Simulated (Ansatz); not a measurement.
KLaSe₂ (space group I4_1/amd, No. 141): the geometry relaxed with Ansatz 0.2.0, DFT, PBE, plane waves, PAW; the starting structure was generated, so it need not be a known form of this composition.

```
K Se La
1.0
     6.25223    0.00000    0.00000
     0.00000    6.25223    0.00000
     0.00000    0.00000   13.05649
K Se La
4 8 4
Direct
  0.00000 0.50000 0.25000
  0.00000 0.00000 0.00000
  0.50000 0.00000 0.75000
  0.50000 0.50000 0.50000
  0.50000 0.00000 0.47835
  0.50000 0.50000 0.22835
  0.50000 0.00000 0.02165
  0.00000 0.00000 0.27165
  0.00000 0.50000 0.97835
  0.00000 0.00000 0.72835
  0.00000 0.50000 0.52165
  0.50000 0.50000 0.77165
  0.50000 0.00000 0.25000
  0.50000 0.50000 0.00000
  0.00000 0.50000 0.75000
  0.00000 0.00000 0.50000
```

Bonds are taken as La–Se below 3.5 Å; K is left out of the net, as the electropositive filling of the structure. Atoms with one bond or none are removed and atoms with two bonds are replaced by edges, until no such atom is left.

What net does this leave?

The result is a binodal (3,6)-connected, three-periodic net: Se is a 3-connected node; La is a 6-connected node, in the ratio 2:1. It is the ant net, known from anatase. It is a single net, without interpenetration.

```json
{"node": "Se", "links": "3", "point symbol": "4^2.6", "coordination sequence": "3 13 16 54"}
{"node": "La", "links": "6", "point symbol": "4^4.6^2.8^8.10", "coordination sequence": "6 8 32 28"}
```

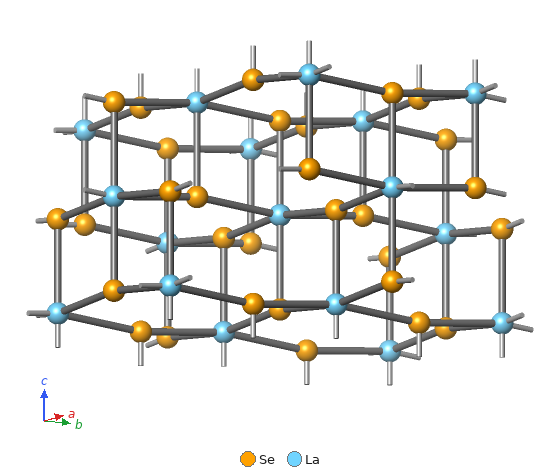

Nodes are coloured by element. Short stubs are edges that leave the cut-out.
